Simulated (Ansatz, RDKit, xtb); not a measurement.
# C2H6GeOS: ranking a sample of isomers, part 2 of 2

A sample of isomers of C2H6GeOS is drawn. Aim: find which of them has the lowest free energy at 298.15 K, then its properties. The sample is small against all isomers, and the most stable one of this formula need not be in it.

xtb, Ansatz and PySCF; isolated molecules. Earlier steps stand in the parts before.

**7. Vibrations and thermal terms**

The lowest few in one piece go on as finalists. In this search the thermal terms come from GFN2-xTB at its own nearest minimum. The first, c130a:

Input file start.xyz:

```xyz
11
c130a
C     -0.760504    -0.629022     0.546865
C     -0.609625     0.818201     0.758351
Ge     0.214150    -1.553753    -0.884093
O      0.039709    -0.110291     1.590460
S     -2.353888    -1.331932     1.001931
H     -1.878596    -2.554084     1.328859
H      1.532719    -0.802882    -1.142234
H     -0.643385    -1.590143    -2.158349
H      0.503069    -2.988057    -0.407708
H     -1.436874     1.371074     1.222535
H      0.033225     1.403779     0.087815
```

Command:

```sh
$ xtb start.xyz --gfn 2 --ohess tight
```

Standard output:

```text
* xtb version 6.7.1
   ID    Z sym.   atoms
    1    6 C      1, 2
    2   32 Ge     3
    3    8 O      4
    4   16 S      5
    5    1 H      6-11

           -------------------------------------------------
          |                Calculation Setup                |
           -------------------------------------------------

          program call               : xtb start.xyz --gfn 2 --ohess tight
          coordinate file            : start.xyz
          omp threads                :                     2

           -------------------------------------------------
          |                 G F N 2 - x T B                 |
           -------------------------------------------------

      * Hamiltonian:
        H0-scaling (s, p, d)           1.850000    2.230000    2.230000
        zeta-weighting                 0.500000
      * Dispersion:
        s8                             2.700000
        a1                             0.520000
        a2                             5.000000
        s9                             5.000000
      * Repulsion:
        kExp                           1.500000    1.000000
        rExp                           1.000000
      * Coulomb:
        alpha                          2.000000
        third order                    shell-resolved
        anisotropic                    true
        a3                             3.000000
        a5                             4.000000
        cn-shift                       1.200000
        cn-exp                         4.000000
        max-rad                        5.000000

          ...................................................
          :                      SETUP                      :
          :.................................................:
          :  # basis functions                  38          :
          :  # atomic orbitals                  36          :
          :  # shells                           18          :
          :  # electrons                        30          :
          :  max. iterations                   250          :
          :  Hamiltonian                  GFN2-xTB          :
          :  restarted?                      false          :
          :  GBSA solvation                  false          :
          :  PC potential                    false          :
          :  electronic temp.          300.0000000     K    :
          :  accuracy                    1.0000000          :
          :  -> integral cutoff          0.2500000E+02      :
          :  -> integral neglect         0.1000000E-07      :
          :  -> SCF convergence          0.1000000E-05 Eh   :
          :  -> wf. convergence          0.1000000E-03 e    :
          :  Broyden damping             0.4000000          :
          :  net charge                          0          :
          :  unpaired electrons                  0          :
          ...................................................

[... 7 lines left out ...]
   *** convergence criteria satisfied after 11 iterations ***
[... 28 lines left out ...]
         :: total energy             -16.530365066490 Eh    ::
[... 39 lines left out ...]
          :   energy convergence         0.1000000E-05 Eh   :
          :   grad. convergence          0.8000000E-03 Eh/α :
[... 26 lines left out ...]
 * total energy  :   -16.5303651 Eh     change       -0.1335607E-09 Eh
[... 16 lines left out ...]
 * total energy  :   -16.5324545 Eh     change       -0.2089413E-02 Eh
[... 16 lines left out ...]
 * total energy  :   -16.5327356 Eh     change       -0.2811565E-03 Eh
[... 18 lines left out ...]
 * total energy  :   -16.5327771 Eh     change       -0.4143242E-04 Eh
[... 17 lines left out ...]
 * total energy  :   -16.5327849 Eh     change       -0.7790186E-05 Eh
[... 18 lines left out ...]
 * total energy  :   -16.5327913 Eh     change       -0.6400517E-05 Eh
[... 16 lines left out ...]
 * total energy  :   -16.5327942 Eh     change       -0.2891919E-05 Eh
[... 17 lines left out ...]
 * total energy  :   -16.5327967 Eh     change       -0.2499438E-05 Eh
[... 17 lines left out ...]
 * total energy  :   -16.5327977 Eh     change       -0.1064115E-05 Eh
[... 16 lines left out ...]
 * total energy  :   -16.5327985 Eh     change       -0.8151328E-06 Eh
[... 4 lines left out ...]
   *** GEOMETRY OPTIMIZATION CONVERGED AFTER 10 ITERATIONS ***
[... 2 lines left out ...]
 total energy gain   :        -0.0024335 Eh       -1.5270 kcal/mol
[... 15 lines left out ...]
 final structure:
[... 40 lines left out ...]
          |                Final Singlepoint                |
[... 18 lines left out ...]
          :  -> SCF convergence          0.1000000E-05 Eh   :
          :  -> wf. convergence          0.1000000E-03 e    :
[... 10 lines left out ...]
   *** convergence criteria satisfied after 3 iterations ***
[... 28 lines left out ...]
         :: total energy             -16.532798530634 Eh    ::
[... 86 lines left out ...]
molecular dipole:
[... 81 lines left out ...]
          ...................................................
          :                      SETUP                      :
          :.................................................:
          :  # frequencies                          27      :
          :  # imaginary freq.                       0      :
          :  linear?                             false      :
          :  only rotor calc.                    false      :
          :  symmetry                               c1      :
          :  rotational number                       1      :
          :  scaling factor                  1.0000000      :
          :  rotor cutoff                   50.0000000 cm⁻¹ :
          :  imag. cutoff                  -20.0000000 cm⁻¹ :
          :.................................................:

    mode    ω/cm⁻¹     T·S(HO)/kcal·mol⁻¹    T·S(FR)/kcal·mol⁻¹   T·S(vib)
   ------------------------------------------------------------------------
       1     87.17    -1.10992 ( 90.23%)    -0.89169 (  9.77%)    -1.08860
       2    128.14    -0.88664 ( 97.73%)    -0.77762 (  2.27%)    -0.88417
       3    156.02    -0.77445 ( 98.96%)    -0.71932 (  1.04%)    -0.77387
       4    217.81    -0.58951 ( 99.72%)    -0.62052 (  0.28%)    -0.58959
       5    245.83    -0.52484 ( 99.83%)    -0.58468 (  0.17%)    -0.52494
   ------------------------------------------------------------------------

   temp. (K)  partition function   enthalpy   heat capacity  entropy
                                   cal/mol     cal/K/mol   cal/K/mol   J/K/mol
 298.15  VIB   52.7                 3001.305     19.965     17.865
         ROT  0.298E+06              888.752      2.981     28.030
         INT  0.157E+08             3890.057     22.946     45.895
         TR   0.179E+28             1481.254      4.968     40.923
         TOT                        5371.3111    27.9140    86.8179   363.2460

       T/K    H(0)-H(T)+PV         H(T)/Eh          T*S/Eh         G(T)/Eh
   ------------------------------------------------------------------------
    298.15    0.855973E-02    0.753517E-01    0.412500E-01    0.341017E-01
   ------------------------------------------------------------------------

         :::::::::::::::::::::::::::::::::::::::::::::::::::::
         ::                  THERMODYNAMIC                  ::
         :::::::::::::::::::::::::::::::::::::::::::::::::::::
         :: total free energy         -16.498696799193 Eh   ::
         ::.................................................::
         :: total energy              -16.532798530640 Eh   ::
         :: zero point energy           0.066791976667 Eh   ::
         :: G(RRHO) w/o ZPVE           -0.032690245221 Eh   ::
         :: G(RRHO) contrib.            0.034101731446 Eh   ::
         :::::::::::::::::::::::::::::::::::::::::::::::::::::

optimized geometry written to: xtbopt.xyz

           -------------------------------------------------
          | TOTAL ENERGY              -16.532798530640 Eh   |
          | TOTAL ENTHALPY            -16.457446824834 Eh   |
          | TOTAL FREE ENERGY         -16.498696799193 Eh   |
          | GRADIENT NORM               0.000179424644 Eh/α |
          | HOMO-LUMO GAP               4.480660463382 eV   |
           -------------------------------------------------

------------------------------------------------------------------------
------------------------------------------------------------------------
 total:
 * wall-time:     0 d,  0 h,  0 min,  0.342 sec
 *  cpu-time:     0 d,  0 h,  0 min,  0.679 sec
 * ratio c/w:     1.987 speedup
 SCF:
 * wall-time:     0 d,  0 h,  0 min,  0.008 sec
 *  cpu-time:     0 d,  0 h,  0 min,  0.016 sec
 * ratio c/w:     2.020 speedup
 ANC optimizer:
 * wall-time:     0 d,  0 h,  0 min,  0.066 sec
 *  cpu-time:     0 d,  0 h,  0 min,  0.131 sec
 * ratio c/w:     1.989 speedup
 analytical hessian:
 * wall-time:     0 d,  0 h,  0 min,  0.256 sec
 *  cpu-time:     0 d,  0 h,  0 min,  0.512 sec
 * ratio c/w:     1.999 speedup
```

It took 0.37 s on 2 threads of Intel Xeon Platinum 8259CL at 2.50GHz (Skylake/Cascade Lake), shared host.

**8. Zero-point energy and free-energy terms**

As xtb prints them, at 298.15 K, with its own treatment of low modes:

| label | SMILES | spin | lowest mode (cm⁻¹) | zero-point (kcal/mol) | G − E (kcal/mol) |
| --- | --- | --- | --- | --- | --- |
| c130a | S[C@@]1([GeH3])CO1 | singlet | 87 | 41.9 | 21.4 |
| c093b | S[C@@H]1O[C@H]1[GeH3] | singlet | 70 | 41.9 | 21.2 |
| c620a | S[C@@H]1O[C@@H]1[GeH3] | singlet | 118 | 42.2 | 22.2 |

**9. The final energy**

Single points at CCSD(T)/def2-SVP + MP2/def2-TZVPP - MP2/def2-SVP on the refined geometries decide the order.

c130a, CCSD(T)/def2-SVP:

Input file input.yaml:

```yaml
crystal:
  periodic: [false, false, false]
  atoms:
    - symbol: C
      position_ang: [-0.760504, -0.629022, 0.546865]
    - symbol: C
      position_ang: [-0.609625, 0.818201, 0.758351]
    - symbol: Ge
      position_ang: [0.214150, -1.553753, -0.884093]
    - symbol: O
      position_ang: [0.039709, -0.110291, 1.590460]
    - symbol: S
      position_ang: [-2.353888, -1.331932, 1.001931]
    - symbol: H
      position_ang: [-1.878596, -2.554084, 1.328859]
    - symbol: H
      position_ang: [1.532719, -0.802882, -1.142234]
    - symbol: H
      position_ang: [-0.643385, -1.590143, -2.158349]
    - symbol: H
      position_ang: [0.503069, -2.988057, -0.407708]
    - symbol: H
      position_ang: [-1.436874, 1.371074, 1.222535]
    - symbol: H
      position_ang: [0.033225, 1.403779, 0.087815]
basis:
  gaussian: {orbitals: def2-SVP}
correlation: {method: ccsd_t, frozen_orbitals: {O: 1, C: 1, S: 5, H: 0, Ge: 9}}
```

Command:

```sh
$ ansatz run input.yaml --threads 2 --pin off --max-ram 5220MiB --events-out events.jsonl --progress --plain --runs-dir runs
```

Standard output:

```text
Warning: RAYON_NUM_THREADS=2 ignored (pool sized by the plan → 2); use --threads N
Functional definition: HF
  name "HF"
  exchange = exact_x
  correlation = 0
1203 factors; integrals over basis functions are off by at most 1.5e-3 eV
mean field evaluation 1: about -71465.6887 eV, gradient 2.8e1 eV
mean field evaluation 2: about -71465.7595 eV, gradient 2.9e1 eV
mean field evaluation 4: about -71468.1896 eV, gradient 4.4e0 eV
mean field evaluation 8: about -71468.2542 eV, gradient 2.7e-1 eV
mean field evaluation 16: about -71468.1113 eV, gradient 4.4e0 eV
mean field -71468.25456822 eV, -2626.4099124592 hartree, gradient 6.6e-6 eV, S^2 0.000000; 0 other end points of the search recorded, 0 dependent functions left out
17 core orbitals not correlated: weight in the atoms' cores, before any rotation towards them, 1.000 or more for the frozen orbitals, at most 0.000 for the correlated occupied ones
reference -71468.25456822 eV, -2626.4099124592 hartree; 20, 20 occupied and 85, 85 virtual orbitals, 1203 factors
second order -22.46904921 eV of doubles, -0.00000000 eV of singles
cycle   1  -22.74985571 eV  change   -2.8e-1 eV  update   1.2e-1
cycle   2  -23.46205687 eV  change   -7.1e-1 eV  update   3.5e-2
cycle   3  -23.60260398 eV  change   -1.4e-1 eV  update   1.7e-2
cycle   4  -23.59323740 eV  change    9.4e-3 eV  update   4.0e-3
cycle   5  -23.59388673 eV  change   -6.5e-4 eV  update   1.9e-3
cycle   6  -23.59425415 eV  change   -3.7e-4 eV  update   5.7e-4
cycle   7  -23.59381392 eV  change    4.4e-4 eV  update   2.4e-4
cycle   8  -23.59378306 eV  change    3.1e-5 eV  update   7.7e-5
cycle   9  -23.59380958 eV  change   -2.7e-5 eV  update   2.6e-5
perturbative correction -0.76184841 eV, -0.0279974127 hartree
Total energy: -71492.61022621 eV, -2627.3049663815 hartree
```

It took 18 s on 2 threads of Intel Xeon Platinum 8259CL at 2.50GHz (Skylake/Cascade Lake), shared host; peak memory 0.71 GiB.

**10. c130a at MP2/def2-TZVPP**

Input file input.yaml:

```yaml
basis:
  gaussian: {orbitals: def2-TZVPP}
crystal:
  periodic: [false, false, false]
  atoms:
    - {symbol: C, position_ang: [-0.760504, -0.629022, 0.546865]}
    - {symbol: C, position_ang: [-0.609625, 0.818201, 0.758351]}
    - {symbol: Ge, position_ang: [0.214150, -1.553753, -0.884093]}
    - {symbol: O, position_ang: [0.039709, -0.110291, 1.590460]}
    - {symbol: S, position_ang: [-2.353888, -1.331932, 1.001931]}
    - {symbol: H, position_ang: [-1.878596, -2.554084, 1.328859]}
    - {symbol: H, position_ang: [1.532719, -0.802882, -1.142234]}
    - {symbol: H, position_ang: [-0.643385, -1.590143, -2.158349]}
    - {symbol: H, position_ang: [0.503069, -2.988057, -0.407708]}
    - {symbol: H, position_ang: [-1.436874, 1.371074, 1.222535]}
    - {symbol: H, position_ang: [0.033225, 1.403779, 0.087815]}
correlation: {method: mp2, frozen_orbitals: {O: 1, C: 1, S: 5, H: 0, Ge: 9}}
```

Command:

```sh
$ ansatz run input.yaml --threads 2 --pin off --max-ram 5220MiB --events-out events.jsonl --progress --plain --runs-dir runs
```

Standard output:

```text
Warning: RAYON_NUM_THREADS=2 ignored (pool sized by the plan → 2); use --threads N
[... 4 set-up lines as earlier in the session ...]
1612 factors; integrals over basis functions are off by at most 9.0e-4 eV
mean field evaluation 1: about -71480.7956 eV, gradient 3.2e1 eV
mean field evaluation 2: about -71481.1176 eV, gradient 3.2e1 eV
mean field evaluation 4: about -71484.0390 eV, gradient 5.1e0 eV
mean field evaluation 8: about -71484.1264 eV, gradient 3.9e-1 eV
mean field evaluation 16: about -71484.1273 eV, gradient 2.3e-6 eV
mean field -71484.12728801 eV, -2626.9932241527 hartree, gradient 2.3e-6 eV, S^2 0.000000; 0 other end points of the search recorded, 0 dependent functions left out
17 core orbitals not correlated: weight in the atoms' cores, before any rotation towards them, 1.000 or more for the frozen orbitals, at most 0.000 for the correlated occupied ones
reference -71484.12728801 eV, -2626.9932241527 hartree; 20, 20 occupied and 230, 230 virtual orbitals, 1612 factors
second order -27.43820397 eV of doubles, -0.00000000 eV of singles
Total energy: -71511.56549198 eV, -2628.0015595502 hartree
```

Run time: 10 s. Hardware: 2 threads of Intel Xeon Platinum 8259CL at 2.50GHz (Skylake/Cascade Lake), shared host; peak memory 0.76 GiB.

**11. c093b at CCSD(T)/def2-SVP**

Input file input.yaml:

```yaml
basis:
  gaussian:
    orbitals: def2-SVP
crystal:
  periodic: [false, false, false]
  atoms:
    - symbol: C
      position_ang: [0.331857, -0.410500, 0.462142]
    - symbol: C
      position_ang: [-0.901539, 0.381201, 0.371676]
    - symbol: Ge
      position_ang: [-1.925746, 0.502353, -1.293080]
    - symbol: O
      position_ang: [0.389459, 0.982935, 0.356656]
    - symbol: S
      position_ang: [0.724789, -1.178751, 2.028379]
    - symbol: H
      position_ang: [2.061406, -1.219542, 1.835011]
    - symbol: H
      position_ang: [0.691763, -0.959617, -0.418130]
    - symbol: H
      position_ang: [-1.446224, 0.532536, 1.316257]
    - symbol: H
      position_ang: [-1.000134, 0.090934, -2.449489]
    - symbol: H
      position_ang: [-3.143393, -0.436389, -1.226044]
    - symbol: H
      position_ang: [-2.400118, 1.951036, -1.489813]
correlation:
  method: ccsd_t
  frozen_orbitals: {O: 1, C: 1, S: 5, H: 0, Ge: 9}
```

Command:

```sh
$ ansatz run input.yaml --threads 2 --pin off --max-ram 5220MiB --events-out events.jsonl --progress --plain --runs-dir runs
```

Standard output:

```text
Warning: RAYON_NUM_THREADS=2 ignored (pool sized by the plan → 2); use --threads N
[... 4 set-up lines as earlier in the session ...]
1205 factors; integrals over basis functions are off by at most 1.4e-3 eV
mean field evaluation 1: about -71465.7015 eV, gradient 2.8e1 eV
mean field evaluation 2: about -71465.7714 eV, gradient 2.9e1 eV
mean field evaluation 4: about -71468.1837 eV, gradient 4.4e0 eV
mean field evaluation 8: about -71468.2452 eV, gradient 2.8e-1 eV
mean field evaluation 16: about -71468.1072 eV, gradient 4.3e0 eV
mean field -71468.24559751 eV, -2626.4095827917 hartree, gradient 8.3e-6 eV, S^2 0.000000; 0 other end points of the search recorded, 0 dependent functions left out
17 core orbitals not correlated: weight in the atoms' cores, before any rotation towards them, 1.000 or more for the frozen orbitals, at most 0.000 for the correlated occupied ones
reference -71468.24559751 eV, -2626.4095827917 hartree; 20, 20 occupied and 85, 85 virtual orbitals, 1205 factors
second order -22.39499311 eV of doubles, -0.00000000 eV of singles
cycle   1  -22.70933816 eV  change   -3.1e-1 eV  update   1.2e-1
cycle   2  -23.41459474 eV  change   -7.1e-1 eV  update   3.5e-2
cycle   3  -23.55420319 eV  change   -1.4e-1 eV  update   1.7e-2
cycle   4  -23.54491984 eV  change    9.3e-3 eV  update   3.9e-3
cycle   5  -23.54571573 eV  change   -8.0e-4 eV  update   1.9e-3
cycle   6  -23.54611939 eV  change   -4.0e-4 eV  update   5.6e-4
cycle   7  -23.54567891 eV  change    4.4e-4 eV  update   2.4e-4
cycle   8  -23.54564647 eV  change    3.2e-5 eV  update   7.7e-5
cycle   9  -23.54567487 eV  change   -2.8e-5 eV  update   2.6e-5
perturbative correction -0.75023902 eV, -0.0275707755 hartree
Total energy: -71492.54151140 eV, -2627.3024411587 hartree
```

Run time: 17 s. Hardware: 2 threads of Intel Xeon Platinum 8259CL at 2.50GHz (Skylake/Cascade Lake), shared host; peak memory 0.71 GiB.

**12. The ranking**

Energies in kcal/mol from c130a; G adds the thermal terms to the CCSD(T)/def2-SVP + MP2/def2-TZVPP - MP2/def2-SVP energy. The columns left of the relaxed level are at the tight-binding geometries.

| label | SMILES | spin | GFN2-xTB | HF/STO-3G | r2SCAN-D4/def2-SVP | PBE0-D3(BJ)/def2-SVP | HF/def2-SVP | MP2/def2-SVP | CCSD(T)/def2-SVP + MP2/def2-TZVPP - MP2/def2-SVP | G | share at equilibrium | T1 |
| --- | --- | --- | --- | --- | --- | --- | --- | --- | --- | --- | --- | --- |
| c130a | S[C@@]1([GeH3])CO1 | singlet | 0.0 | 0.0 | 0.0 | 0.0 | 0.0 | 0.0 | 0.0 | 0.0 | 82.1 % | 0.011 |
| c093b | S[C@@H]1O[C@H]1[GeH3] | singlet | 1.5 | -1.1 | 1.6 | 1.2 | 0.2 | 1.9 | 1.1 | 0.9 | 17.7 % | 0.011 |
| c620a | S[C@@H]1O[C@@H]1[GeH3] | singlet | 0.6 | 2.7 | 4.6 | 2.8 | 2.4 | 4.0 | 3.0 | 3.8 | 0.1 % | 0.011 |

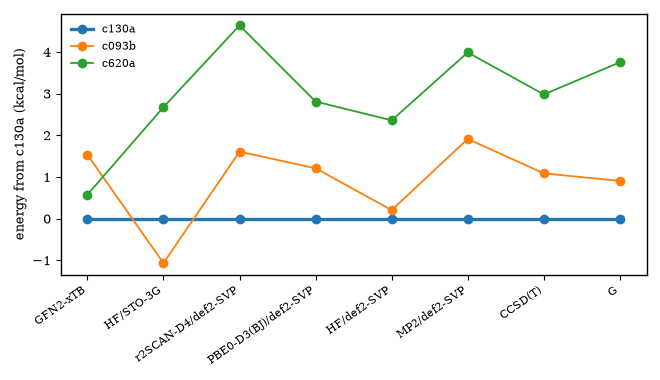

The finalists at each level, measured from c130a.

Lowest found: c130a, `S[C@@]1([GeH3])CO1`, a singlet. Bond lengths: C1–C2 1.470 Å, C1–Ge3 1.963 Å, C1–O4 1.414 Å, C2–O4 1.406 Å, C1–S5 1.800 Å, S5–H6 1.351 Å, Ge3–H7 1.539 Å, Ge3–H8 1.536 Å, Ge3–H9 1.539 Å, C2–H10 1.098 Å, C2–H11 1.098 Å. Some angles: C1–C2–O4 58.8°, C2–C1–Ge3 121.2°, C2–C1–O4 58.3°, C2–C1–S5 116.0°, Ge3–C1–O4 115.5°, Ge3–C1–S5 116.1°, O4–C1–S5 117.2°, C1–O4–C2 62.9°, C1–C2–H10 118.6°, C1–C2–H11 119.8°.

```xyz
11

C    -0.7605   -0.6290    0.5469
C    -0.6096    0.8182    0.7584
Ge    0.2142   -1.5538   -0.8841
O     0.0397   -0.1103    1.5905
S    -2.3539   -1.3319    1.0019
H    -1.8786   -2.5541    1.3289
H     1.5327   -0.8029   -1.1422
H    -0.6434   -1.5901   -2.1583
H     0.5031   -2.9881   -0.4077
H    -1.4369    1.3711    1.2225
H     0.0332    1.4038    0.0878
```

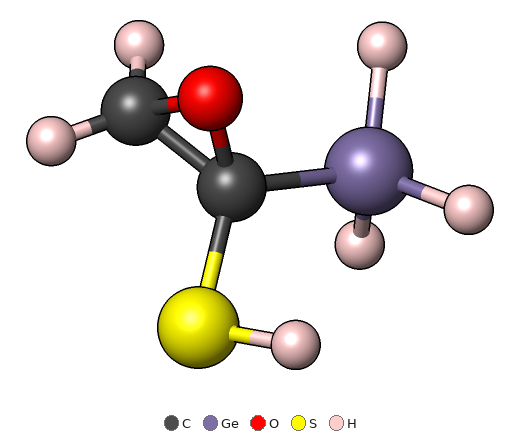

The lowest structure found, seen from a chosen angle (carbon dark grey, germanium purple, oxygen red, sulfur yellow, hydrogen pink).

**13. Outcome**

The summary covers parts 1 to 2.

| quantity | value |
| --- | --- |
| lowest structure found | S[C@@]1([GeH3])CO1, singlet |
| next finalist | S[C@@H]1O[C@H]1[GeH3], singlet, 0.9 kcal/mol higher in G |
| share at equilibrium, among the finalists | 82.1 % |
| funnel | 4 starts, 4 minima at GFN2-xTB, 6 screening runs, 3 relaxed, 3 ranked |
| CPU time of all runs | 6.8 min |

The search ends on `S[C@@]1([GeH3])CO1`. Its margin of 0.9 kcal/mol is inside the likely error of CCSD(T)/def2-SVP + MP2/def2-TZVPP - MP2/def2-SVP with harmonic terms (about 1.5 kcal/mol), so the order of the first two is not settled. GFN2-xTB, r2SCAN-D4/def2-SVP, PBE0-D3(BJ)/def2-SVP, HF/def2-SVP and MP2/def2-SVP already put its bonding pattern lowest among the structures in one piece; HF/STO-3G favours the singlet S[C@@H]1O[C@H]1[GeH3]. The largest share of the time went into the relaxations (49 %). Lowest found is not proven lowest: the search is finite, and each finalist counts with one conformer. Only 3 drawn patterns were tried, so whole families of isomers are missing, and the result ranks this sample alone.
